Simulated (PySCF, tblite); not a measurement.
# C7H12ClNSi: geometry, infrared bands and NMR shifts

Wanted: the infrared bands and NMR shifts of C7H12ClNSi (`C=CC[Si@@H](Cl)/N=C\C1CC1`), by calculation.

Computed with tblite 0.8.0 and PySCF 2.14.0, with density-fitted response routines of our own, on a single molecule in the gas phase. Atoms are numbered from 0 throughout.

## (1) The starting structure

22 atoms, charge 0, multiplicity 1; geometry from: force field or distance geometry start.

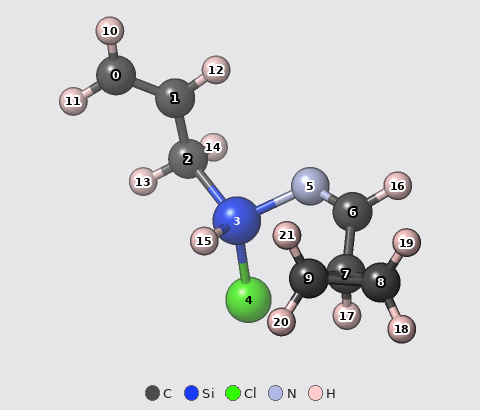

As it starts; carbon dark grey, silicon blue, chlorine green, nitrogen light blue, hydrogen pink, atoms numbered.

## (2) Geometry optimisation with GFN2-xTB

What the job is given:

```
{"job": {"kind": "relax", "xc": "GFN2-xTB", "basis": "xTB"}, "charge": 0, "multiplicity": 1}
C      3.621600     0.886300     1.833400
C      2.968100     0.463600     0.729300
C      2.260100     1.357200    -0.227900
Si     0.425400     1.014800    -0.478200
Cl    -0.359400     2.345400    -1.799200
N      0.282300    -0.606900    -1.083600
C     -0.833300    -1.232500    -1.210600
C     -2.171000    -0.710300    -0.851600
C     -3.238900    -1.691100    -0.404700
C     -2.655400    -0.726600     0.581900
H      4.122500     0.186500     2.485200
H      3.644900     1.937000     2.105800
H      2.977300    -0.605300     0.517800
H      2.363800     2.406600     0.075600
H      2.748500     1.283100    -1.201100
H     -0.333400     1.139700     0.812000
H     -0.799400    -2.255700    -1.616700
H     -2.531200     0.081000    -1.499400
H     -4.261900    -1.509500    -0.731900
H     -2.983500    -2.734900    -0.295800
H     -3.266000     0.111200     0.917000
H     -1.991300    -1.119900     1.341700
```

Started as:

```
$ OMP_NUM_THREADS=1 python probes_run.py task.json out
```

One launch serves the whole session: the jobs run in the order shown.

Output:

```text
step      E/eV     max force
  0    -824.06740    1.787
  1    -824.12480    1.728
  2    -824.16956    0.344
  3    -824.18411    0.315
  4    -824.19619    0.351
  5    -824.20380    0.259
  6    -824.21064    0.182
  7    -824.21504    0.177
  8    -824.21854    0.155
  9    -824.22089    0.109
 10    -824.22309    0.094
 11    -824.22539    0.109
 12    -824.22788    0.148
 13    -824.23016    0.130
 14    -824.23219    0.106
 15    -824.23433    0.110
 16    -824.23678    0.151
 17    -824.23935    0.149
 18    -824.24165    0.111
 19    -824.24345    0.092
 20    -824.24498    0.097
 21    -824.24652    0.093
 22    -824.24812    0.116
 23    -824.24977    0.117
 24    -824.25128    0.096
 25    -824.25250    0.093
 26    -824.25357    0.085
 27    -824.25481    0.113
 28    -824.25642    0.144
 29    -824.25839    0.137
 30    -824.26046    0.100
 31    -824.26243    0.113
 32    -824.26444    0.115
 33    -824.26688    0.122
 34    -824.26979    0.121
 35    -824.27282    0.123
 36    -824.27568    0.148
 37    -824.27852    0.145
 38    -824.28131    0.126
 39    -824.28373    0.100
 40    -824.28570    0.087
 41    -824.28750    0.091
 42    -824.28948    0.111
 43    -824.29185    0.120
 44    -824.29418    0.152
 45    -824.29631    0.113
 46    -824.29838    0.106
 47    -824.30105    0.102
 48    -824.30354    0.126
 49    -824.30726    0.133
 50    -824.31024    0.127
 51    -824.31309    0.110
 52    -824.31553    0.117
 53    -824.31796    0.090
 54    -824.32002    0.134
 55    -824.32171    0.155
 56    -824.32432    0.107
 57    -824.32761    0.082
 58    -824.33027    0.093
 59    -824.33279    0.093
 60    -824.33473    0.109
 61    -824.33674    0.092
 62    -824.33879    0.082
 63    -824.34073    0.094
 64    -824.34266    0.106
 65    -824.34547    0.134
 66    -824.34979    0.195
 67    -824.35535    0.254
 68    -824.36063    0.173
 69    -824.36592    0.163
 70    -824.37037    0.178
 71    -824.37523    0.198
 72    -824.37951    0.168
 73    -824.38274    0.135
 74    -824.38503    0.133
 75    -824.38711    0.169
 76    -824.38946    0.160
 77    -824.39165    0.119
 78    -824.39335    0.106
 79    -824.39502    0.087
 80    -824.39687    0.109
 81    -824.39860    0.105
 82    -824.40032    0.085
 83    -824.40237    0.098
 84    -824.40457    0.096
 85    -824.40685    0.095
 86    -824.40883    0.101
 87    -824.41008    0.088
 88    -824.41074    0.126
 89    -824.41182    0.064
 90    -824.41248    0.051
 91    -824.41318    0.045
 92    -824.41388    0.048
 93    -824.41447    0.052
 94    -824.41490    0.045
 95    -824.41527    0.041
 96    -824.41567    0.047
 97    -824.41608    0.047
 98    -824.41649    0.056
 99    -824.41697    0.055
100    -824.41760    0.058
101    -824.41833    0.063
102    -824.41903    0.050
103    -824.41950    0.044
104    -824.41986    0.039
105    -824.42025    0.043
106    -824.42081    0.042
107    -824.42137    0.044
108    -824.42186    0.041
109    -824.42217    0.033
110    -824.42237    0.042
111    -824.42253    0.026
112    -824.42270    0.026
113    -824.42292    0.028
114    -824.42313    0.033
115    -824.42338    0.046
116    -824.42368    0.050
117    -824.42402    0.053
118    -824.42438    0.052
119    -824.42472    0.049
120    -824.42501    0.031
121    -824.42522    0.032
122    -824.42543    0.037
123    -824.42573    0.038
124    -824.42612    0.049
125    -824.42658    0.056
126    -824.42706    0.046
127    -824.42750    0.047
128    -824.42789    0.045
129    -824.42832    0.048
130    -824.42885    0.056
131    -824.42957    0.053
132    -824.43031    0.048
133    -824.43113    0.056
134    -824.43186    0.051
135    -824.43237    0.089
136    -824.43219    0.108
137    -824.43350    0.071
138    -824.43400    0.062
139    -824.43523    0.065
140    -824.43594    0.067
141    -824.43737    0.078
142    -824.43864    0.076
143    -824.44037    0.065
144    -824.44113    0.064
145    -824.44204    0.063
146    -824.44276    0.058
147    -824.44329    0.076
148    -824.44415    0.065
149    -824.44520    0.068
150    -824.44633    0.069
151    -824.44756    0.064
152    -824.44923    0.078
153    -824.45095    0.097
154    -824.45231    0.085
155    -824.45340    0.086
156    -824.45417    0.109
157    -824.45549    0.085
158    -824.45663    0.056
159    -824.45757    0.076
160    -824.45831    0.071
161    -824.45898    0.073
162    -824.45962    0.050
163    -824.46013    0.036
164    -824.46044    0.039
165    -824.46073    0.034
166    -824.46103    0.038
167    -824.46130    0.044
168    -824.46153    0.038
169    -824.46170    0.028
170    -824.46184    0.025
171    -824.46201    0.032
172    -824.46223    0.039
173    -824.46253    0.041
174    -824.46290    0.047
175    -824.46336    0.045
176    -824.46378    0.050
177    -824.46421    0.039
178    -824.46454    0.038
179    -824.46488    0.043
180    -824.46509    0.043
181    -824.46535    0.035
182    -824.46570    0.032
183    -824.46598    0.041
184    -824.46617    0.041
185    -824.46629    0.029
186    -824.46639    0.020
187    -824.46647    0.016
188    -824.46655    0.022
189    -824.46662    0.020
190    -824.46668    0.015
191    -824.46674    0.015
192    -824.46680    0.016
193    -824.46686    0.016
194    -824.46694    0.021
195    -824.46705    0.028
196    -824.46719    0.028
197    -824.46733    0.022
198    -824.46745    0.022
199    -824.46754    0.019
200    -824.46761    0.014
201    -824.46765    0.016
202    -824.46771    0.013
203    -824.46776    0.014
204    -824.46780    0.018
205    -824.46784    0.015
206    -824.46788    0.013
207    -824.46792    0.013
208    -824.46796    0.015
209    -824.46801    0.020
210    -824.46806    0.019
211    -824.46812    0.019
212    -824.46820    0.020
213    -824.46828    0.020
214    -824.46841    0.025
215    -824.46860    0.033
216    -824.46888    0.046
217    -824.46929    0.055
218    -824.46989    0.066
219    -824.47069    0.064
220    -824.47149    0.066
221    -824.47210    0.077
222    -824.47257    0.056
223    -824.47305    0.115
224    -824.47375    0.058
225    -824.47432    0.059
226    -824.47514    0.079
227    -824.47558    0.062
228    -824.47629    0.064
229    -824.47687    0.070
230    -824.47740    0.056
231    -824.47776    0.073
232    -824.47816    0.046
233    -824.47842    0.055
234    -824.47860    0.030
235    -824.47878    0.030
236    -824.47902    0.039
237    -824.47932    0.049
238    -824.47974    0.047
239    -824.48008    0.057
240    -824.48038    0.044
241    -824.48057    0.041
242    -824.48074    0.029
243    -824.48086    0.024
244    -824.48094    0.025
245    -824.48105    0.024
246    -824.48116    0.026
247    -824.48123    0.021
248    -824.48129    0.018
249    -824.48133    0.018
250    -824.48136    0.011
251    -824.48138    0.012
252    -824.48141    0.012
253    -824.48144    0.012
254    -824.48149    0.012
255    -824.48153    0.014
256    -824.48159    0.015
257    -824.48168    0.021
258    -824.48181    0.031
259    -824.48201    0.033
260    -824.48224    0.036
261    -824.48248    0.043
262    -824.48270    0.035
263    -824.48285    0.032
264    -824.48294    0.021
265    -824.48301    0.022
266    -824.48308    0.016
267    -824.48314    0.019
268    -824.48321    0.017
269    -824.48328    0.021
270    -824.48340    0.029
271    -824.48357    0.034
272    -824.48379    0.040
273    -824.48398    0.033
274    -824.48414    0.029
275    -824.48431    0.039
276    -824.48445    0.038
277    -824.48455    0.027
278    -824.48458    0.012
279    -824.48460    0.009
```

Wall time 10 s (1 thread of Intel Xeon at 2.50GHz, shared host); peak memory 0.18 GiB.

The steps of the relaxation: (not every step is listed)

```tsv
step	energy from step 0 (eV)	largest force (eV/Å)
0	0.0000	1.7867
1	-0.0574	1.7284
2	-0.1022	0.3437
3	-0.1167	0.3150
4	-0.1288	0.3506
5	-0.1364	0.2588
6	-0.1432	0.1818
7	-0.1476	0.1773
8	-0.1511	0.1551
34	-0.2024	0.1214
60	-0.2673	0.1094
86	-0.3414	0.1006
112	-0.3553	0.0263
138	-0.3666	0.0625
164	-0.3930	0.0391
190	-0.3993	0.0148
216	-0.4015	0.0457
242	-0.4133	0.0289
268	-0.4158	0.0169
274	-0.4167	0.0292
275	-0.4169	0.0386
276	-0.4171	0.0379
277	-0.4171	0.0266
278	-0.4172	0.0116
279	-0.4172	0.0091
```

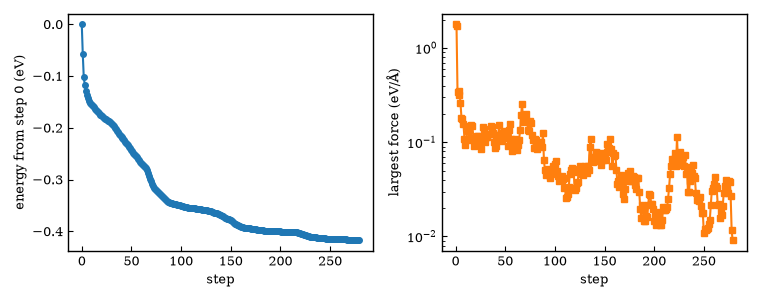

Energy and force, step by step.

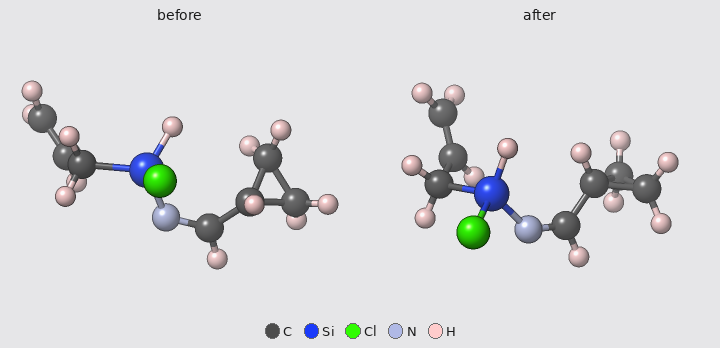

The geometry before (left) and after (right).

Close pairs (by a distance rule), those that changed most:

```tsv
bond	before (Å)	after (Å)	change (Å)
Si3–H15	1.502	1.466	-0.036
C0–C1	1.351	1.321	-0.030
N5–C6	1.285	1.256	-0.029
Si3–N5	1.737	1.709	-0.028
C2–Si3	1.883	1.911	+0.028
C6–C7	1.480	1.460	-0.021
C8–C9	1.498	1.485	-0.013
Si3–Cl4	2.033	2.020	-0.013
```

The end geometry stands in the next job.

## (3) Vibrational analysis with GFN2-xTB

What the job is given:

```
{"job": {"kind": "ir", "xc": "GFN2-xTB", "basis": "xTB"}, "charge": 0, "multiplicity": 1}
C      2.404173     0.913778     1.989507
C      2.223497     0.347209     0.809801
C      2.417942     1.026549    -0.497112
Si     0.733346     1.414623    -1.310678
Cl     0.997761     2.257516    -3.127301
N      0.047076    -0.109643    -1.667095
C     -0.843711    -0.858617    -1.193510
C     -1.736013    -0.575960    -0.073604
C     -3.133794    -1.153336    -0.088015
C     -2.123565    -1.715930     0.843152
H      2.228980     0.386396     2.911917
H      2.744875     1.932406     2.079959
H      1.877058    -0.676988     0.747998
H      2.978586     1.951227    -0.361437
H      2.991516     0.382869    -1.165588
H      0.013045     2.395127    -0.492838
H     -0.972598    -1.837513    -1.662080
H     -1.596085     0.400453     0.371028
H     -3.925640    -0.537678     0.308935
H     -3.422724    -1.737282    -0.948448
H     -2.202032    -1.495383     1.896071
H     -1.712105    -2.690438     0.628488
```

Output:

```text
mode    cm-1     km/mol
  1      11.6      0.31
  2      37.4      0.63
  3      50.9      0.09
  4      69.8      0.67
  5      95.1      0.70
  6     113.2      0.71
  7     119.3      2.16
  8     196.4      6.43
  9     232.0      4.27
 10     276.2      8.04
 11     289.5      1.10
 12     408.7      1.95
 13     417.6     11.81
 14     504.7     76.29
 15     533.1     31.68
 16     601.3     23.59
 17     649.1    136.73
 18     683.7    320.53
 19     740.1     34.44
 20     779.1     41.18
 21     795.0     12.74
 22     825.9    149.40
 23     851.3      7.13
 24     881.2     17.96
 25     883.8      0.09
 26     901.7     24.60
 27     941.5      0.78
 28     956.0     21.35
 29    1014.8     58.71
 30    1022.8      7.98
 31    1056.4     19.41
 32    1062.2     12.78
 33    1066.2      2.17
 34    1089.6      0.77
 35    1151.0      0.19
 36    1174.1     20.70
 37    1179.1     58.23
 38    1212.2     21.66
 39    1236.1      0.62
 40    1300.6     10.03
 41    1303.5      1.54
 42    1387.2     20.92
 43    1414.0      8.95
 44    1430.9      0.49
 45    1459.8      1.26
 46    1480.8      4.53
 47    1710.7     33.67
 48    1742.0    526.61
 49    2208.4    233.95
 50    2916.0     51.84
 51    2974.9     28.34
 52    2994.9     27.52
 53    3046.4     47.10
 54    3069.6     20.53
 55    3094.4     11.69
 56    3095.6     16.46
 57    3096.6     22.92
 58    3102.1      5.30
 59    3119.1     39.31
 60    3121.0     56.11
```

Run time: 6.5 s. Hardware: 1 thread of Intel Xeon at 2.50GHz, shared host; peak memory 0.18 GiB.

Which atoms move in the most intense modes:

```tsv
cm⁻¹	km/mol	atoms
505	76.3	Si3 43 %, Cl4 32 %
649	136.7	H15 75 %
684	320.5	H15 84 %
826	149.4	Si3 24 %, C2 12 %, H13 11 %
1015	58.7	C7 30 %, C8 19 %, C9 19 %
1179	58.2	H14 32 %, C2 22 %, C1 20 %
1742	526.6	C6 51 %, N5 46 %
2208	233.9	H15 97 %
```

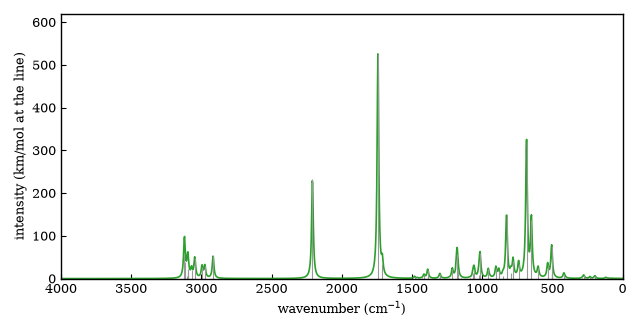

The infrared spectrum from these modes, unscaled. Lines are broadened to a width of 14 cm⁻¹ (Lorentzian).

## (4) Nuclear shieldings: PBE0/pcSseg-1

Settings changed since step 3:

```diff
@@ -1,2 +1,2 @@
-{"job": {"kind": "ir", "xc": "GFN2-xTB", "basis": "xTB"}, "charge": 0, "multiplicity": 1}
+{"job": {"kind": "nmr", "xc": "PBE0", "basis": "pcSseg-1"}, "charge": 0, "multiplicity": 1}
 C      2.404173     0.913778     1.989507
```

Level: GIAO PBE0/pcSseg-1 NMR shielding, non-relativistic, gas phase.

Output:

```text
coarse grid: 19352 points
cycle   1  E = -1077.5389070142  dE =  1.380e+00  |g| = 5.782e-01  |ddm| = 4.263e+00
cycle   2  E = -1077.4793095128  dE =  5.960e-02  |g| = 7.921e-01  |ddm| = 1.388e+00
cycle   3  E = -1077.6176253436  dE = -1.383e-01  |g| = 1.690e-01  |ddm| = 9.114e-01
cycle   4  E = -1077.6237691745  dE = -6.144e-03  |g| = 4.119e-02  |ddm| = 1.832e-01
cycle   5  E = -1077.6241578495  dE = -3.887e-04  |g| = 9.305e-03  |ddm| = 5.518e-02
cycle   6  E = -1077.6241761693  dE = -1.832e-05  |g| = 4.318e-03  |ddm| = 1.268e-02
cycle   7  E = -1077.6241804919  dE = -4.323e-06  |g| = 1.364e-03  |ddm| = 4.342e-03
final grid: 177584 points
cycle   8  E = -1077.6809735300  dE = -5.114e-05  |g| = 9.889e-03  |ddm| = 3.514e-02
cycle   9  E = -1077.6809639674  dE =  9.563e-06  |g| = 1.158e-02  |ddm| = 1.969e-02
cycle  10  E = -1077.6809979167  dE = -3.395e-05  |g| = 1.501e-03  |ddm| = 1.086e-02
cycle  11  E = -1077.6809984091  dE = -4.924e-07  |g| = 4.690e-04  |ddm| = 1.462e-03
cycle  12  E = -1077.6809984628  dE = -5.367e-08  |g| = 1.020e-04  |ddm| = 4.879e-04
cycle  13  E = -1077.6809984646  dE = -1.813e-09  |g| = 5.868e-05  |ddm| = 1.629e-04
cycle  14  E = -1077.6809984653  dE = -7.171e-10  |g| = 1.147e-05  |ddm| = 5.729e-05
converged SCF energy = -1077.6809984653

GIAO shielding tensors (ppm)
atom      isotropic    diamagn.    paramagn.     s11        s22        s33       span
  0 C       65.758     254.556    -188.798    -45.988     86.697    156.564    202.552
  1 C       46.356     259.202    -212.846    -75.370     49.959    164.479    239.849
  2 C      154.972     254.964     -99.992    134.464    154.199    176.253     41.789
  3 Si     369.801     880.335    -510.534    338.792    382.710    387.900     49.108
  4 Cl     921.976    1148.130    -226.154    831.634    939.177    995.116    163.482
  5 N      -99.041     333.005    -432.046   -388.359   -127.671    218.906    607.264
  6 C        0.791     249.718    -248.927   -103.675      0.686    105.361    209.037
  7 C      161.652     248.234     -86.582    113.539    147.890    223.527    109.989
  8 C      177.789     259.185     -81.396    150.453    180.023    202.890     52.437
  9 C      177.901     252.644     -74.743    150.165    180.667    202.870     52.705
 10 H       26.504      32.112      -5.608     23.277     25.611     30.625      7.348
 11 H       26.374      31.262      -4.887     22.938     25.511     30.674      7.736
 12 H       25.819      36.784     -10.965     23.811     24.763     28.883      5.072
 13 H       29.889      30.617      -0.728     25.810     29.870     33.988      8.178
 14 H       29.540      30.574      -1.034     26.055     28.638     33.928      7.874
 15 H       25.926      31.420      -5.495     22.961     24.890     29.926      6.965
 16 H       24.027      31.372      -7.346     20.687     22.784     28.610      7.923
 17 H       30.365      35.007      -4.641     23.979     29.978     37.139     13.159
 18 H       30.772      31.062      -0.290     25.247     26.678     40.389     15.142
 19 H       30.879      31.693      -0.814     25.573     27.365     39.698     14.125
 20 H       30.807      31.690      -0.882     25.698     26.638     40.087     14.389
 21 H       30.932      32.009      -1.077     26.137     27.256     39.401     13.264
```

Wall time 3.1 min (1 thread of Intel Xeon at 2.50GHz, shared host); peak memory 1.1 GiB.

The references, computed at this level on geometries of the same kind, shield at (ppm): 1H TMS 31.72, 13C TMS 186.9, 29Si TMS 349.2, 15N NH3 267.7, 35Cl HCl 950. Their shielding less the atom's gives the shift. The references are single molecules in the gas phase, so shifts against H2O, NH3, PH3, H3PO4 or CFCl3 are not on the usual liquid scales and can be off by tens of ppm.

```tsv
atoms	environment	σ (ppm)	δ (ppm)	δ scaled to CDCl3
C6	C=N carbon	0.8	186.1	179.8
C1	alkene CH	46.4	140.6	135.3
C0	terminal =CH2 carbon	65.8	121.2	116.3
C2	allylic sp3 CH2 bonded to Si	155.0	32.0	29.3
C7	three-membered-ring carbon	161.7	25.3	22.8
C8	three-membered-ring carbon	177.8	9.1	7.0
C9	three-membered-ring carbon	177.9	9.0	6.9
H16	hydrogen on a C=N carbon	24.03	7.69	7.36
H12	hydrogen on an alkene CH	25.82	5.90	5.67
H15	hydrogen on a silicon bonded to C, Cl, N	25.93	5.79	–
H11	hydrogen on a terminal =CH2 carbon	26.37	5.34	5.14
H10	hydrogen on a terminal =CH2 carbon	26.50	5.21	5.02
H14	hydrogen on an allylic sp3 CH2 bonded to Si	29.54	2.18	2.16
H13	hydrogen on an allylic sp3 CH2 bonded to Si	29.89	1.83	1.83
H17	hydrogen on a three-membered-ring carbon	30.37	1.35	1.38
H18	hydrogen on a three-membered-ring carbon	30.77	0.95	1.00
H20	hydrogen on a three-membered-ring carbon	30.81	0.91	0.96
H19	hydrogen on a three-membered-ring carbon	30.88	0.84	0.90
H21	hydrogen on a three-membered-ring carbon	30.93	0.79	0.85
Si3	silicon bonded to C, Cl, N, H	369.8	-20.6	–
Cl4	chlorine bonded to Si	922	28	–
N5	imine nitrogen	-99.0	366.8	–
```

The scaled column applies a straight-line fit of computed shieldings to shifts measured in CDCl3, with any fitted terms for Cl, Br or S neighbours (root-mean-square error 0.16 ppm for H, 1.9 ppm for C).

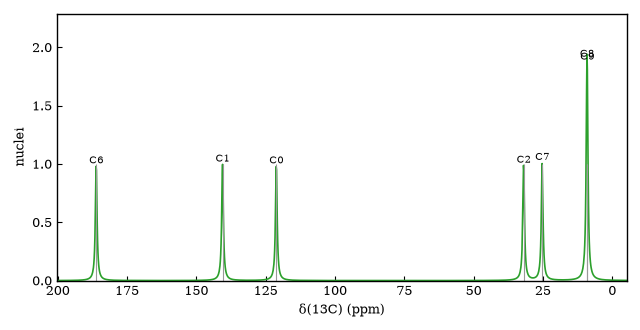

13C lines at the computed shifts, without couplings. Lines are broadened to a width of 0.71 ppm (Lorentzian).

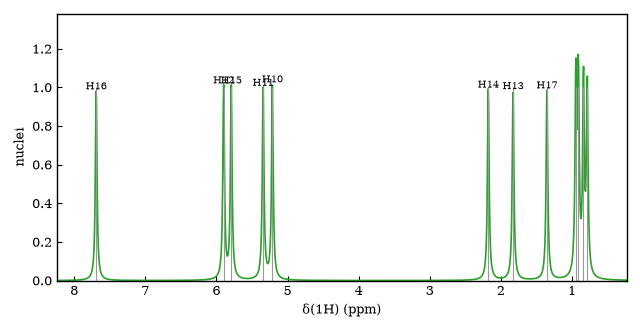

1H lines at the computed shifts, without couplings. Lines are broadened to a width of 0.03 ppm (Lorentzian).

Charges from the same density, by scheme (e):

```tsv
atoms	Mulliken	IAO	Hirshfeld	ESP fit
C0	-0.15	-0.34	-0.11	-0.59
C1	-0.28	-0.12	-0.04	0.08
C2	-0.46	-0.56	-0.16	-0.49
Si3	0.90	1.04	0.38	0.53
Cl4	-0.33	-0.32	-0.14	-0.20
N5	-0.58	-0.57	-0.25	-0.60
C6	0.27	0.09	0.08	0.34
C7	-0.34	-0.17	-0.04	-0.10
C8	-0.18	-0.28	-0.08	-0.26
C9	-0.18	-0.28	-0.08	-0.31
```

ESP fit charges:

C0 -0.59; C1 0.08; C2 -0.49; Si3 0.53; Cl4 -0.20; N5 -0.60; C6 0.34; C7 -0.10; C8 -0.26; C9 -0.31; H10 0.20; H11 0.24; H12 0.11; H13 0.17; H14 0.18; H15 -0.08; H16 0.07; H17 0.15; H18 0.14; H19 0.13; H20 0.16; H21 0.14

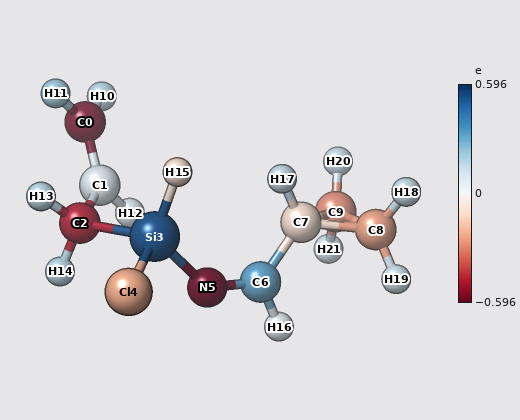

ESP fit charges, as colours on the atoms.

Mayer bond orders: C0–C1 1.97, C1–C2 1.05, C2–Si3 0.88, Si3–Cl4 0.98, Si3–N5 1.02, N5–C6 1.87, C6–C7 1.04, C7–C8 0.91, C8–C9 0.98, C9–C7 0.90.

Ring of atoms C7, C8, C9: NICS(0) -42.5, NICS(1) -8.4, NICS(1)zz -23.1 ppm (means of both faces).

In rings of three or four atoms NICS is ruled by the nearby σ bonds, so it says little on aromaticity.

## (5) Summary of results

| quantity | value |
| --- | --- |
| strongest single infrared mode (GFN2-xTB) | 1742 cm⁻¹, 527 km/mol |
| zero-point energy (GFN2-xTB) | 107.5 kcal/mol |
| 13C shifts against TMS (PBE0/pcSseg-1) | 186.1, 140.6, 121.2, 32.0, 25.3, 9.1, 9.0 ppm |
| 1H shifts against TMS (PBE0/pcSseg-1) | 7.69, 5.90, 5.79, 5.34, 5.21, 2.18, 1.83, 1.35, 0.95, 0.91, 0.84, 0.79 ppm |
| 29Si shifts against TMS (PBE0/pcSseg-1) | -20.6 ppm |
| 35Cl shifts against HCl (PBE0/pcSseg-1) | 28 ppm |
| 15N shifts against NH3 (PBE0/pcSseg-1) | 366.8 ppm |

In words: Relaxing lowered the energy by 0.417 eV in 279 steps; the close pair that moved most is Si3–H15, from 1.502 to 1.466 Å. All 60 modes are real, so the xTB geometry is a minimum. The strongest single mode, at 1742 cm⁻¹, moves mainly C6 and N5. Unscaled tight-binding wavenumbers are off by several per cent, some by more. Its intensities can rank the bands wrongly. At PBE0/pcSseg-1: Shielding is most anisotropic at N5 (span 607 ppm, paramagnetic term -432 ppm).
